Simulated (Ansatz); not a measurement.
The figure comes from a scan of GaSb (zinc blende): the cell is scaled evenly about its relaxed volume V₀. These are PBEsol (plane waves to 420 eV, PAW, scalar-relativistic; Ansatz, a first-principles code) values and carry that method's errors. k mesh 14×14×14 (Γ-centred), Fermi-Dirac smearing 0.05 eV. Compression counts positive. At this level the bands of GaSb touch or barely overlap; measurements give the solid a gap. GaSb was relaxed with its symmetry unable to fall. Spin-orbit coupling is left out, though Sb is heavy. 

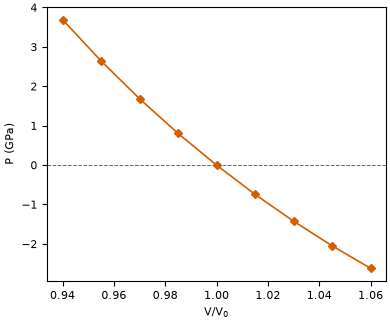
Fig. 1. P (GPa) against V/V₀; computed points joined by lines.

Question: Turn the plot into a table (rounded to what can be read).

Answer: To the nearest 0.1:

```tsv
V/V₀	P (GPa)
0.940	3.7
0.955	2.6
0.970	1.7
0.985	0.8
1.000	0.0
1.015	-0.7
1.030	-1.4
1.045	-2.0
1.060	-2.6
```

(A scan under strain: stresses follow from slopes of the energy per volume, elastic moduli from its curvatures.)
